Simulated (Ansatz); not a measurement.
**GeC2 (triplet): the correlation ladder at a displaced geometry (v1), cc-pVDZ**

Aim: climb from Hartree-Fock through coupled cluster for GeC2 (triplet) at one geometry and basis, and see what each rung misses.

Method: cc-pVDZ, core rule «outside noble gas», up to 16 orbitals frozen; program: Ansatz 0.2.0, Gaussian basis.

To be run: UHF; CCSD(T) on ROHF; CCSD(T) on UHF; BCCD(T) on ROHF; CISD; CCSDT(Q) on ROHF; CCSDT(Q) on UHF.

23 further runs of the same task are left out: 10 that didn't finish, 13 set aside as unsound or not needed.

## Step 1: The geometry

The geometry is a PBE0/def2-TZVP stationary point (not a proven minimum) with its atoms shifted at random (size 0.040 Å). No spin-orbit coupling is included. The filled d shell of Ge may be among the frozen orbitals whatever the setting's name suggests; the logs give the count.

3 atoms, charge 0, spin multiplicity 3.

Atoms are counted from 1 here; the program's logs count them from 0.

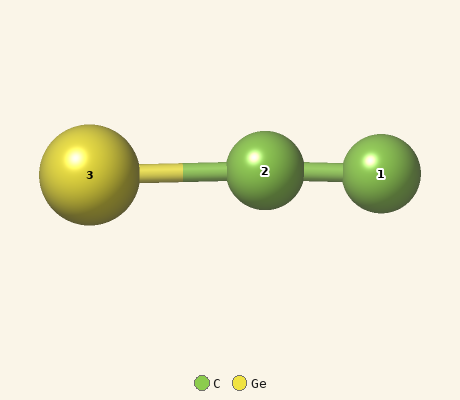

The geometry (carbon green, germanium yellow); atoms are numbered from 1 in the order of the file.

In the tables R marks a restricted open-shell determinant and U an unrestricted one; energies count from the table's Hartree-Fock row.

## Step 2: UHF

in.yaml reads:

```yaml
crystal:
  periodic: [false, false, false]
  atoms:
    - {symbol: C, position_ang: [-0.015433, -0.009008, -1.430860]}
    - {symbol: C, position_ang: [-0.016266, -0.025151, -0.208313]}
    - {symbol: Ge, position_ang: [0.031698, 0.034159, 1.639173]}
basis:
  gaussian: {orbitals: cc-pVDZ}
magnetization: {spin_polarized: true, initial_magnetization: 2}
hamiltonian: {xc: hf}
output: {orbitals: {seedname: orbitals}}
```

On the command line:

```sh
ansatz run in.yaml --threads 1 --pin off --events-out ev --progress --plain --max-ram 2393MiB
```

The program printed:

```text
Functional definition: HF
  name "HF"
  cite "Fock, Z. Phys. 61, 126 (1930) doi:10.1007/BF01340294"
  parent pbe
  exchange = exact_x
  correlation = 0
597 factors; integrals over basis functions are off by at most 6.3e-4 eV
mean field evaluation 1: about -58523.8034 eV, gradient 1.9e1 eV
mean field evaluation 2: about -58523.8075 eV, gradient 1.9e1 eV
mean field evaluation 4: about -58527.5418 eV, gradient 4.3e0 eV
mean field evaluation 8: about -58528.7939 eV, gradient 1.5e0 eV
mean field evaluation 16: about -58528.9867 eV, gradient 5.1e-4 eV
mean field evaluation 32: about -58528.9862 eV, gradient 1.7e-3 eV
mean field evaluation 64: about -58528.9737 eV, gradient 2.9e-1 eV
mean field evaluation 96: about -58526.6920 eV, gradient 1.0e0 eV
mean field evaluation 128: about -58528.9781 eV, gradient 6.3e-1 eV
mean field evaluation 160: about -58528.5765 eV, gradient 2.4e0 eV
mean field evaluation 192: about -58528.9846 eV, gradient 1.7e-1 eV
mean field evaluation 224: about -58528.7696 eV, gradient 4.0e0 eV
mean field evaluation 256: about -58521.4715 eV, gradient 1.1e1 eV
mean field -58528.98669873 eV, -2150.9005888063 hartree, gradient 9.7e-6 eV, S^2 2.455241; 5 other end points of the search recorded, 0 dependent functions left out
reference -58528.98669873 eV, -2150.9005888063 hartree; 23, 21 occupied and 32, 34 virtual orbitals, 597 factors
Total energy: -58528.98669873 eV, -2150.9005888063 hartree
```

Wall time 4.5 s (1 thread of Arm Neoverse V1, shared host).

From the report: ⟨S²⟩ of the determinant 2.455 (pure triplet: 2.00).

## Step 3: CCSD(T) on ROHF

in.yaml, as its differences from that of step 2:

```diff
@@ -8,4 +8,3 @@
   gaussian: {orbitals: cc-pVDZ}
-magnetization: {spin_polarized: true, initial_magnetization: 2}
-hamiltonian: {xc: hf}
-output: {orbitals: {seedname: orbitals}}
+magnetization: {spin_polarized: false, initial_magnetization: 2}
+correlation: {method: ccsd_t, electrons: outside_noble_gas}
```

Launched as before.

The program printed (excerpt; [...] marks lines left out):

```text
Functional definition: HF
  name "HF"
  cite "Fock, Z. Phys. 61, 126 (1930) doi:10.1007/BF01340294"
  parent pbe
[...]
597 factors; integrals over basis functions are off by at most 6.3e-4 eV
[...]
mean field -58528.25694906 eV, -2150.8737710006 hartree, gradient 1.4e-10 eV, S^2 2.000000; 18 other end points of the search recorded, 0 dependent functions left out
[...]
determinant -58528.25694906 eV, -2150.8737710006 hartree, with singles and doubles -58536.66809418 eV, -2151.1828748823 hartree
determinant -58528.25588502 eV, -2150.8737318977 hartree, with singles and doubles -58536.66712703 eV, -2151.1828393403 hartree
determinant -58528.03972653 eV, -2150.8657882198 hartree, with singles and doubles -58535.70316114 eV, -2151.1474142474 hartree
determinant -58528.03838867 eV, -2150.8657390542 hartree, with singles and doubles -58535.70297657 eV, -2151.1474074644 hartree
determinant -58527.80651971 eV, -2150.8572180274 hartree, with singles and doubles -58535.52681937 eV, -2151.1409338066 hartree
determinant -58527.80582336 eV, -2150.8571924368 hartree, with singles and doubles -58535.52558181 eV, -2151.1408883274 hartree
determinant -58528.25694906 eV, -2150.8737710006 hartree, with singles and doubles -58536.67113441 eV, -2151.1829866089 hartree
determinant -58528.25588502 eV, -2150.8737318977 hartree, with singles and doubles -58536.67016951 eV, -2151.1829511495 hartree
16 core orbitals not correlated: weight in the atoms' cores, before any rotation towards them, 0.999 or more for the frozen orbitals, at most 0.001 for the correlated occupied ones
reference -58528.25694906 eV, -2150.8737710006 hartree; 7, 5 occupied and 32, 34 virtual orbitals, 597 factors
second order -7.53216778 eV of doubles, -0.14420986 eV of singles
cycle   1  -8.41418723 eV  change   -1.9e-6 eV  update   4.0e-6
perturbative correction -0.42782759 eV, -0.0157223740 hartree
Total energy: -58537.09896388 eV, -2151.1987090518 hartree
```

It took 32 s on 1 thread of Arm Neoverse V1, shared host.

From the report: correlation -8.8420 eV; T1 0.044; largest double amplitude 0.08.

## Step 4: CCSD(T) on UHF

in.yaml, as its differences from that of step 3:

```diff
@@ -8,3 +8,3 @@
   gaussian: {orbitals: cc-pVDZ}
-magnetization: {spin_polarized: false, initial_magnetization: 2}
+magnetization: {spin_polarized: true, initial_magnetization: 2}
 correlation: {method: ccsd_t, electrons: outside_noble_gas}
```

The command is unchanged.

The program printed (excerpt; [...] marks lines left out):

```text
Functional definition: HF
  name "HF"
  cite "Fock, Z. Phys. 61, 126 (1930) doi:10.1007/BF01340294"
  parent pbe
[...]
597 factors; integrals over basis functions are off by at most 6.3e-4 eV
[...]
mean field -58528.98669873 eV, -2150.9005888063 hartree, gradient 1.7e-10 eV, S^2 2.455241; 25 other end points of the search recorded, 0 dependent functions left out
determinant -58528.98669873 eV, -2150.9005888063 hartree, with singles and doubles -58536.66939818 eV, -2151.1829228033 hartree
determinant -58528.98569836 eV, -2150.9005520435 hartree, with singles and doubles -58536.66843566 eV, -2151.1828874317 hartree
determinant -58528.21148122 eV, -2150.8721000880 hartree, with singles and doubles -58535.81932591 eV, -2151.1516832238 hartree
determinant -58528.21145773 eV, -2150.8720992249 hartree, with singles and doubles -58535.81892021 eV, -2151.1516683145 hartree
[...]
determinant -58528.98669873 eV, -2150.9005888063 hartree, with singles and doubles -58536.68996689 eV, -2151.1836786895 hartree
determinant -58528.98569836 eV, -2150.9005520435 hartree, with singles and doubles -58536.68902247 eV, -2151.1836439830 hartree
determinant -58526.74923404 eV, -2150.8183634957 hartree, with singles and doubles -58536.35493001 eV, -2151.1713663113 hartree
determinant -58526.74831159 eV, -2150.8183295962 hartree, with singles and doubles -58536.35448969 eV, -2151.1713501299 hartree
16 core orbitals not correlated: weight in the atoms' cores, before any rotation towards them, 0.999 or more for the frozen orbitals, at most 0.001 for the correlated occupied ones
reference -58528.98669873 eV, -2150.9005888063 hartree; 7, 5 occupied and 32, 34 virtual orbitals, 597 factors
second order -6.40136309 eV of doubles, -0.00000000 eV of singles
cycle   1  -7.70327096 eV  change   -2.8e-6 eV  update   2.3e-6
perturbative correction -0.37816981 eV, -0.0138974841 hartree
Total energy: -58537.06813950 eV, -2151.1975762767 hartree
```

Wall time 44 s (1 thread of Arm Neoverse V1, shared host).

From the report: ⟨S²⟩ of the determinant 2.455 (pure triplet: 2.00); correlation -8.0814 eV; T1 0.064; largest double amplitude 0.08.

## Step 5: BCCD(T) on ROHF

in.yaml, as its differences from that of step 4:

```diff
@@ -8,3 +8,3 @@
   gaussian: {orbitals: cc-pVDZ}
-magnetization: {spin_polarized: true, initial_magnetization: 2}
-correlation: {method: ccsd_t, electrons: outside_noble_gas}
+magnetization: {spin_polarized: false, initial_magnetization: 2}
+correlation: {method: bccd_t, electrons: outside_noble_gas}
```

The command is unchanged.

The program printed (excerpt; [...] marks lines left out):

```text
Functional definition: HF
  name "HF"
  cite "Fock, Z. Phys. 61, 126 (1930) doi:10.1007/BF01340294"
  parent pbe
[...]
597 factors; integrals over basis functions are off by at most 6.3e-4 eV
[...]
mean field -58528.25694906 eV, -2150.8737710006 hartree, gradient 1.4e-10 eV, S^2 2.000000; 18 other end points of the search recorded, 0 dependent functions left out
[...]
determinant -58528.25694906 eV, -2150.8737710006 hartree, with singles and doubles -58536.66809418 eV, -2151.1828748823 hartree
determinant -58528.25588502 eV, -2150.8737318977 hartree, with singles and doubles -58536.66712703 eV, -2151.1828393403 hartree
determinant -58528.03972653 eV, -2150.8657882198 hartree, with singles and doubles -58535.70316114 eV, -2151.1474142474 hartree
determinant -58528.03838867 eV, -2150.8657390542 hartree, with singles and doubles -58535.70297657 eV, -2151.1474074644 hartree
[...]
determinant -58527.80582336 eV, -2150.8571924368 hartree, with singles and doubles -58535.52558181 eV, -2151.1408883274 hartree
determinant -58528.25694906 eV, -2150.8737710006 hartree, with singles and doubles -58536.67113441 eV, -2151.1829866089 hartree
determinant -58528.25588502 eV, -2150.8737318977 hartree, with singles and doubles -58536.67016951 eV, -2151.1829511495 hartree
16 core orbitals not correlated: weight in the atoms' cores, before any rotation towards them, 0.999 or more for the frozen orbitals, at most 0.001 for the correlated occupied ones
reference -58528.25694906 eV, -2150.8737710006 hartree; 7, 5 occupied and 32, 34 virtual orbitals, 597 factors
second order -7.53216778 eV of doubles, -0.14420986 eV of singles
cycle   1  -8.37703512 eV  change    3.7e-2 eV  update   1.8e-2
[...]
cycle  13  -8.38502709 eV  change   -1.2e-5 eV  update   1.3e-5
perturbative correction -0.45755031 eV, -0.0168146637 hartree
Total energy: -58537.09952646 eV, -2151.1987297262 hartree
```

It took 32 s on 1 thread of Arm Neoverse V1, shared host.

From the report: correlation -8.8426 eV; largest double amplitude 0.08.

## Step 6: CISD

in.yaml, as its differences from that of step 5:

```diff
@@ -9,2 +9,2 @@
 magnetization: {spin_polarized: false, initial_magnetization: 2}
-correlation: {method: bccd_t, electrons: outside_noble_gas}
+correlation: {active_space: {ras: {orbitals: [5, 2, 32], electrons: 12, max_holes: 2, max_particles: 2}, fixed_orbitals: true}}
```

Same command.

The program printed (excerpt; [...] marks lines left out):

```text
Functional definition: HF
  name "HF"
  cite "Fock, Z. Phys. 61, 126 (1930) doi:10.1007/BF01340294"
  parent pbe
[...]
597 factors; integrals over basis functions are off by at most 6.3e-4 eV
[...]
mean field -58528.25694906 eV, -2150.8737710006 hartree, gradient 1.4e-10 eV, S^2 2.000000; 18 other end points of the search recorded, 0 dependent functions left out
reference -58528.25694906 eV, -2150.8737710006 hartree; 23, 21 occupied and 32, 34 virtual orbitals, 597 factors
state -58535.76676207 eV, -2151.1497515384 hartree
Total energy: -58535.76676207 eV, -2151.1497515384 hartree
```

Wall time 15 s (1 thread of Arm Neoverse V1, shared host).

From the report: 113,272 determinants.

## Step 7: CCSDT(Q) on ROHF

in.yaml, as its differences from that of step 6:

```diff
@@ -9,2 +9,2 @@
 magnetization: {spin_polarized: false, initial_magnetization: 2}
-correlation: {active_space: {ras: {orbitals: [5, 2, 32], electrons: 12, max_holes: 2, max_particles: 2}, fixed_orbitals: true}}
+correlation: {method: ccsdt_q, electrons: outside_noble_gas}
```

The command is unchanged.

The program printed (excerpt; [...] marks lines left out):

```text
Functional definition: HF
  name "HF"
  cite "Fock, Z. Phys. 61, 126 (1930) doi:10.1007/BF01340294"
  parent pbe
[...]
1025 factors; integrals over basis functions are off by at most 1.6e-7 eV
[...]
mean field -58528.25703775 eV, -2150.8737742599 hartree, gradient 2.2e-6 eV, S^2 2.000000; 18 other end points of the search recorded, 0 dependent functions left out
[...]
determinant -58528.25703775 eV, -2150.8737742599 hartree, with singles and doubles -58536.66819079 eV, -2151.1828784328 hartree
determinant -58528.25597373 eV, -2150.8737351576 hartree, with singles and doubles -58536.66722295 eV, -2151.1828428652 hartree
determinant -58528.03981440 eV, -2150.8657914489 hartree, with singles and doubles -58535.70326181 eV, -2151.1474179469 hartree
determinant -58528.03847655 eV, -2150.8657422837 hartree, with singles and doubles -58535.70307731 eV, -2151.1474111666 hartree
[...]
determinant -58527.80591176 eV, -2150.8571956855 hartree, with singles and doubles -58535.52568312 eV, -2151.1408920503 hartree
determinant -58528.25703775 eV, -2150.8737742599 hartree, with singles and doubles -58536.67123004 eV, -2151.1829901230 hartree
determinant -58528.25597373 eV, -2150.8737351576 hartree, with singles and doubles -58536.67026606 eV, -2151.1829546977 hartree
16 core orbitals not correlated: weight in the atoms' cores, before any rotation towards them, 0.999 or more for the frozen orbitals, at most 0.001 for the correlated occupied ones
reference -58528.25703775 eV, -2150.8737742599 hartree; 7, 5 occupied and 32, 34 virtual orbitals, 1025 factors
second order -7.53218531 eV of doubles, -0.14420963 eV of singles
cycle   1  -7.87655909 eV  change   -1.9e-1 eV  update   1.2e-1
[...]
cycle  28  -8.88593503 eV  change    5.4e-7 eV  update   9.1e-7
perturbative correction -0.04330249 eV, -0.0015913372 hartree
Total energy: -58537.18627527 eV, -2151.2019176863 hartree
```

It took 79 s on 1 thread of Arm Neoverse V1, shared host; peak memory 0.59 GiB.

From the report: correlation -8.9292 eV; T1 0.049; largest double amplitude 0.08.

## Step 8: CCSDT(Q) on UHF

in.yaml, as its differences from that of step 7:

```diff
@@ -8,3 +8,3 @@
   gaussian: {orbitals: cc-pVDZ}
-magnetization: {spin_polarized: false, initial_magnetization: 2}
+magnetization: {spin_polarized: true, initial_magnetization: 2}
 correlation: {method: ccsdt_q, electrons: outside_noble_gas}
```

Same command.

The program printed (excerpt; [...] marks lines left out):

```text
Functional definition: HF
  name "HF"
  cite "Fock, Z. Phys. 61, 126 (1930) doi:10.1007/BF01340294"
  parent pbe
[...]
1025 factors; integrals over basis functions are off by at most 1.6e-7 eV
[...]
mean field -58528.98678747 eV, -2150.9005920674 hartree, gradient 5.6e-6 eV, S^2 2.455242; 24 other end points of the search recorded, 0 dependent functions left out
determinant -58528.98678747 eV, -2150.9005920674 hartree, with singles and doubles -58536.66949402 eV, -2151.1829263257 hartree
determinant -58528.98578712 eV, -2150.9005553053 hartree, with singles and doubles -58536.66853314 eV, -2151.1828910140 hartree
determinant -58528.21156954 eV, -2150.8721033341 hartree, with singles and doubles -58535.81942602 eV, -2151.1516869029 hartree
determinant -58528.19949014 eV, -2150.8716594241 hartree, with singles and doubles -58535.70961911 eV, -2151.1476515732 hartree
[...]
determinant -58528.98678747 eV, -2150.9005920674 hartree, with singles and doubles -58536.69006353 eV, -2151.1836822412 hartree
determinant -58528.98578712 eV, -2150.9005553053 hartree, with singles and doubles -58536.68912090 eV, -2151.1836476002 hartree
determinant -58526.74932059 eV, -2150.8183666760 hartree, with singles and doubles -58536.35521582 eV, -2151.1713768147 hartree
16 core orbitals not correlated: weight in the atoms' cores, before any rotation towards them, 0.999 or more for the frozen orbitals, at most 0.001 for the correlated occupied ones
reference -58528.98678747 eV, -2150.9005920674 hartree; 7, 5 occupied and 32, 34 virtual orbitals, 1025 factors
second order -6.40137378 eV of doubles, -0.00000000 eV of singles
cycle   1  -6.88461162 eV  change   -4.8e-1 eV  update   1.2e-1
[...]
cycle  29  -8.16082504 eV  change    3.5e-7 eV  update   3.9e-7
perturbative correction -0.04583984 eV, -0.0016845830 hartree
Total energy: -58537.19345235 eV, -2151.2021814389 hartree
```

It took 93 s on 1 thread of Arm Neoverse V1, shared host; peak memory 0.47 GiB.

From the report: ⟨S²⟩ of the determinant 2.455 (pure triplet: 2.00); correlation -8.2067 eV; T1 0.073; largest double amplitude 0.09.

## Step 9: All levels against the top one

The yardstick is RCCSDT(Q), where the cluster series has nearly closed. Rows without a time come out of other runs: HF, MP2 and CCSD of CCSD(T), CCSDT of CCSDT(Q).

Differences are taken before rounding.

```tsv
method	energy from the lowest RHF (kcal/mol)	from RCCSDT(Q) (kcal/mol)	time
RHF	0.00	+205.92	
UHF	-16.83	+189.09	
RMP2	-177.02	+28.89	
UMP2	-164.45	+41.47	
RCCSD	-194.04	+11.88	
UCCSD	-194.47	+11.45	
RCCSD(T)	-203.90	+2.01	32 s
UCCSD(T)	-203.19	+2.72	44 s
BCCD(T)	-203.91	+2.00	32 s
RCCSDT	-204.92	+1.00	
UCCSDT	-205.02	+0.89	
RCCSDT(Q)	-205.92	0	79 s
UCCSDT(Q)	-206.08	-0.17	93 s
```

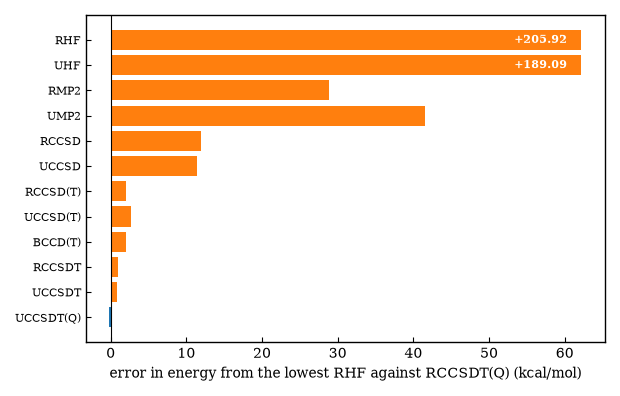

Error of each method against RCCSDT(Q). Bars with a number in them are cut short.

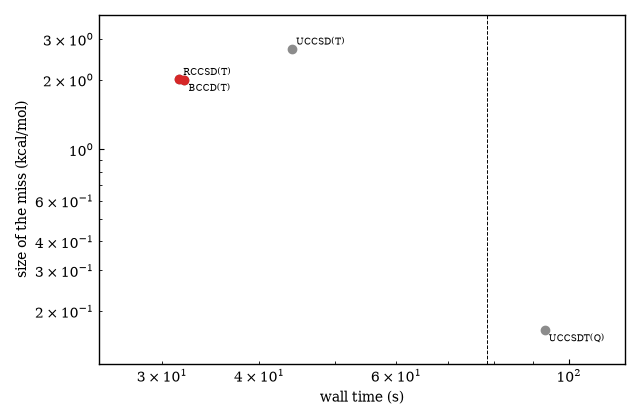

Accuracy for the time spent; red marks the levels that beat every quicker one drawn (of those quicker than the yardstick), and the dashed line is the time of RCCSDT(Q). Times are from a shared host.

Not comparable, so not listed: CISD (they don't share determinant, frozen orbitals or solution with the rows shown, or repeat one).

## Step 10: Summary of results

```
                         quantity                      value
   RCCSDT(Q) below the RHF energy                 -8.9293 eV
              RMP2 from RCCSDT(Q)            +28.89 kcal/mol
              UMP2 from RCCSDT(Q)            +41.47 kcal/mol
             RCCSD from RCCSDT(Q)            +11.88 kcal/mol
          RCCSD(T) from RCCSDT(Q)             +2.01 kcal/mol
          UCCSD(T) from RCCSDT(Q)             +2.72 kcal/mol
         UCCSDT(Q) from RCCSDT(Q)             -0.17 kcal/mol
levels within 1 kcal/mol (43 meV)  RCCSDT, UCCSDT, UCCSDT(Q)
                    T1 diagnostic                      0.044
```

What this shows: RCCSD(T) misses by +2.01 kcal/mol, 1.0 % of the correlation energy. CCSD(T) misses by +2.01 kcal/mol on the restricted determinant and by +2.72 kcal/mol on the unrestricted one; the two need not hold the same state or core. These misses are within one basis, not against nature; the frozen cores of restricted and unrestricted runs differ, which can shift their rows.

BCCD(T) reaches 2.00 kcal/mol from the reference in 32 s, where RCCSDT(Q) took 79 s; the quickest level in the cost chart, RCCSD(T), takes 32 s and misses by 2.01 kcal/mol.
